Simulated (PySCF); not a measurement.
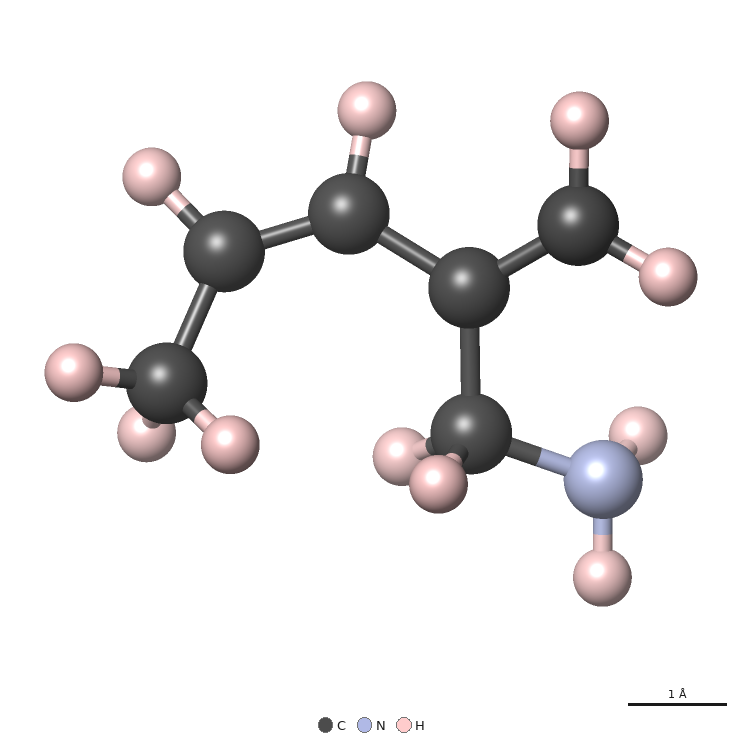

A ball-and-stick model of a molecule.

The computed structure is the end point of a GFN2-xTB optimisation. No frequency run is at hand to confirm it as a minimum.

Count the atoms of each element.

Answer. C₆H₁₁N, 18 atoms: 6 carbon, 11 hydrogen and 1 nitrogen.

How many bonds of each kind are drawn?

Answer. 9 C–H, 5 C–C, 2 N–H, 1 C–N.

Which point group does it belong to?

Answer. C1.

The parts below concern this one geometry. Atoms keep their numbers from picture to picture.

## Shape

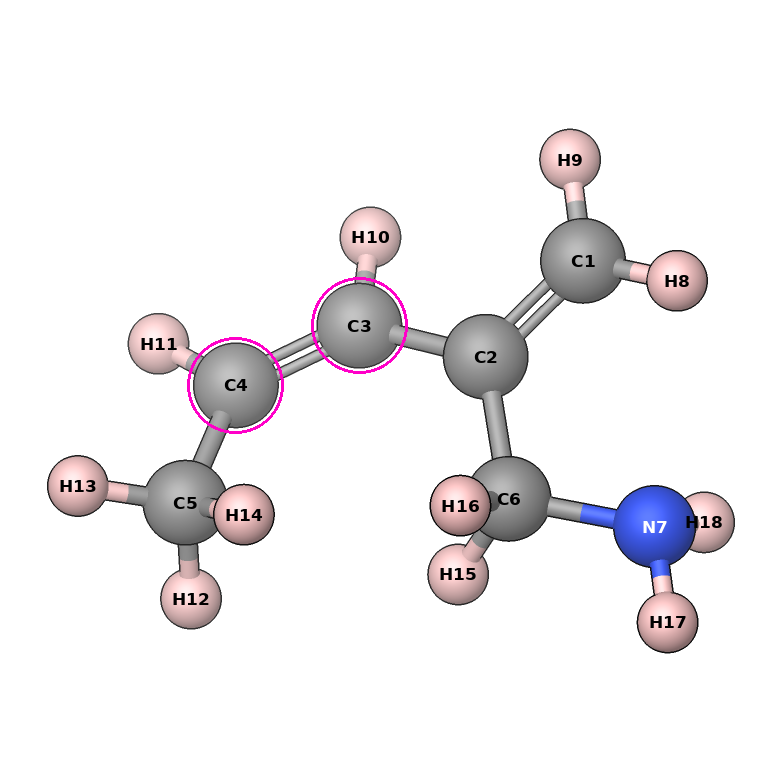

Depth is shown by fading: the farther an atom, the more it takes the colour of the background. Circles mark the stereogenic atoms. No frequency run is at hand to confirm it as a minimum.

Give the R/S and E/Z labels.

Answer. C3=C4: Z.

## Dipole moment

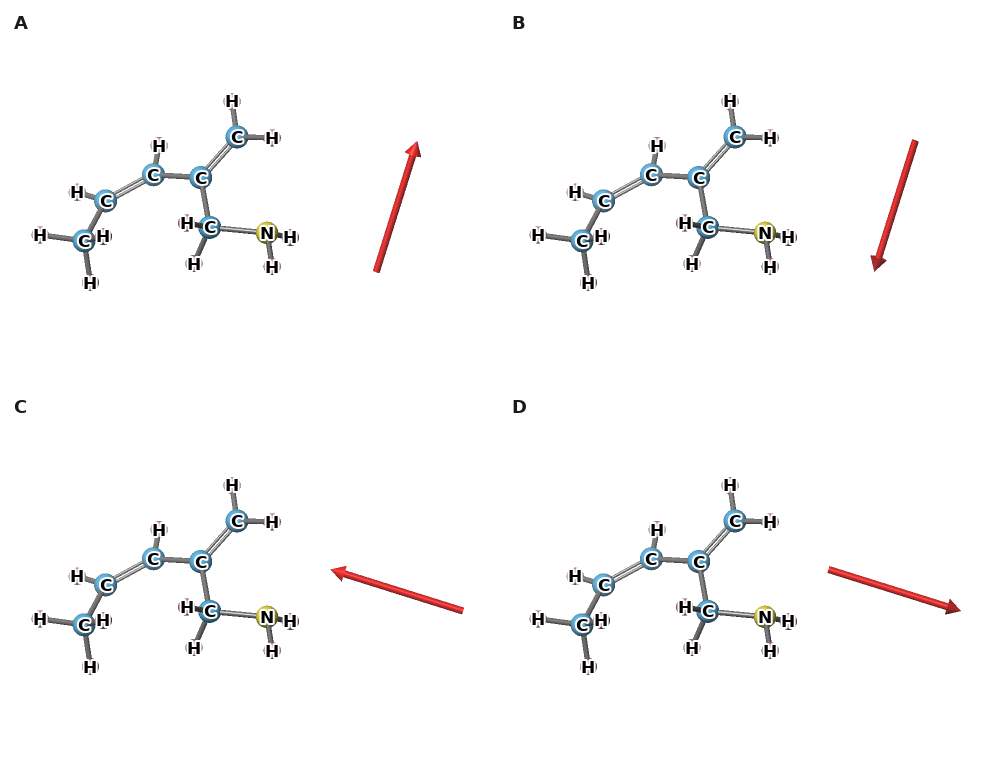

The same molecule four times, each with an arrow. No frequency run is at hand to confirm it as a minimum. Method: PBE0/def2-SVPD, gas phase (PySCF 2.14.0).

Which arrow points along the dipole moment, from the negative to the positive end?

Answer. B. The dipole moment is 1.60 D.

## Charges

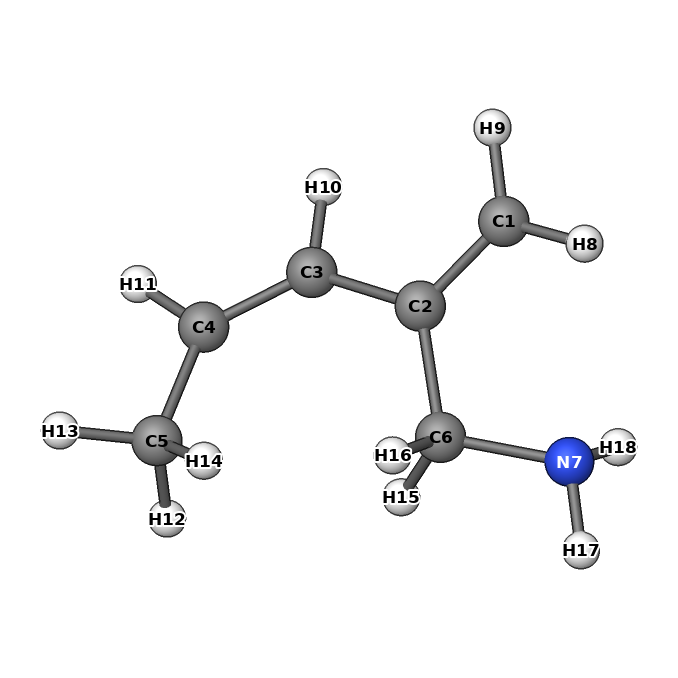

The questions are on ESP-fitted charges. No frequency run is at hand to confirm it as a minimum. Properties computed with PBE0/pcSseg-1, gas phase (PySCF 2.14.0).

Which atom carries the highest charge (most positive or least negative)?

Answer. C2 (0.41 e).

And the lowest?

Answer. N7 (−0.94 e).

List the ESP-fitted charges.

```
atom  value (e)
  C1      −0.58
  C2       0.41
  C3      −0.60
  C4       0.12
  C5      −0.38
  C6       0.05
  N7      −0.94
  H8       0.20
  H9       0.20
 H10       0.21
 H11       0.07
 H12       0.11
 H13       0.13
 H14       0.07
 H15       0.06
 H16       0.14
 H17       0.36
 H18       0.36
```

## Bond orders

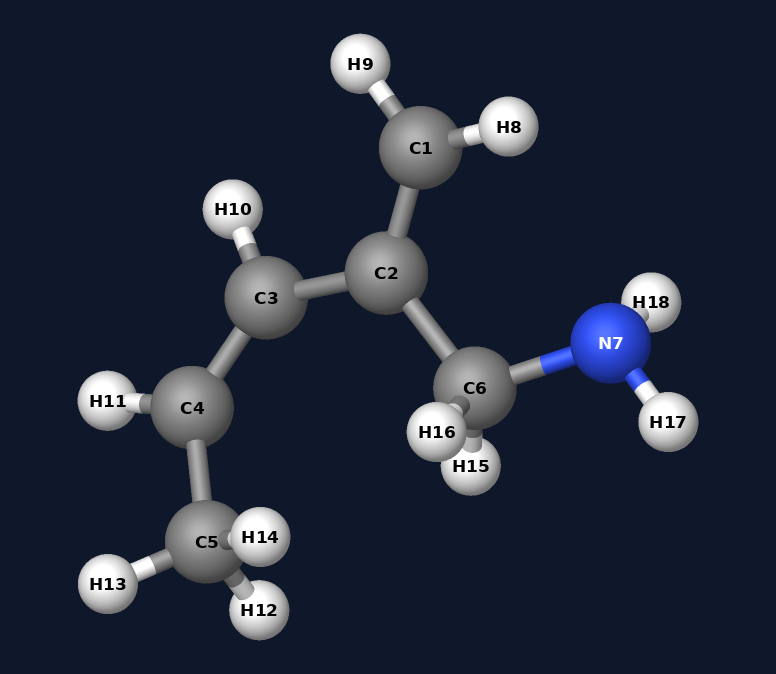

Every bond is drawn as one stick. No frequency run is at hand to confirm it as a minimum. Computed with PBE0/pcSseg-1 (PySCF 2.14.0).

List the Mayer bond orders of C1–C2, C2–C3, C2–C6, C3–C4, C4–C5, C6–N7 (bonds between heavy atoms, one of each equivalent set).

```
 bond  Mayer order  length (Å)
C1–C2         1.92       1.333
C2–C3         1.07       1.460
C2–C6         1.01       1.510
C3–C4         1.91       1.333
C4–C5         1.06       1.494
C6–N7         1.03       1.456
```

## Quadrupole coupling

No frequency run is at hand to confirm it as a minimum. Electric field gradients from the ground-state density, PBE0/pcSseg-1 (PySCF 2.14.0), non-relativistic apart from any core potentials.

Give the largest field-gradient component, the quadrupole coupling constant and the asymmetry for 14N at N7 (Q = 20.44 mb), 2H at H8 (Q = 2.86 mb), 2H at H9 (Q = 2.86 mb), 2H at H10 (Q = 2.86 mb), 2H at H11 (Q = 2.86 mb).

```csv
atom,V_zz (a.u.),e²qQ/h (MHz),η
N7,−1.161,−5.58,0.14
H8,0.335,0.225,0.03
H9,0.338,0.227,0.05
H10,0.319,0.214,0.09
H11,0.321,0.216,0.07
```
